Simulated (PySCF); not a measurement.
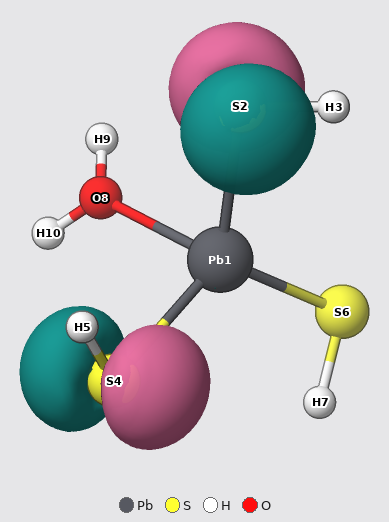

The picture shows: H₅OPbS₃ (charge +1). The HOMO−1 at ±0.15 Å⁻³ᐟ² (teal and pink are the two phases), seen across its widest extent.

Core potentials replace the inner electrons of Pb.

All numbers below come from RKS PBE0, Pb def2-SVP with ECP60, S def2-SVP, H def2-SVP, O def2-SVP; non-relativistic Hamiltonian with scalar-relativistic core potentials where named; density fitting in PySCF.

```csv
atom,x (Å),y (Å),z (Å)
Pb,0.0609,-0.2394,0.2699
S,1.0267,1.6468,1.5267
H,2.2938,1.2010,1.3419
S,-2.0045,-1.4248,0.9105
H,-2.2184,-0.6329,1.9918
S,1.5308,-1.4065,-1.3251
H,0.7802,-2.5345,-1.2765
O,-1.1979,1.2974,-1.0945
H,-0.8787,2.1226,-1.4873
H,-2.0670,1.1016,-1.4745
```

Describe this orbital and give its energy.

By Hirshfeld shares it lies mainly on S2 (about 50 %), S4 (about 40 %) and Pb1 (about 5 %); largely a combination of lone pairs on S2 and S4. Its energy is −12.10 eV.
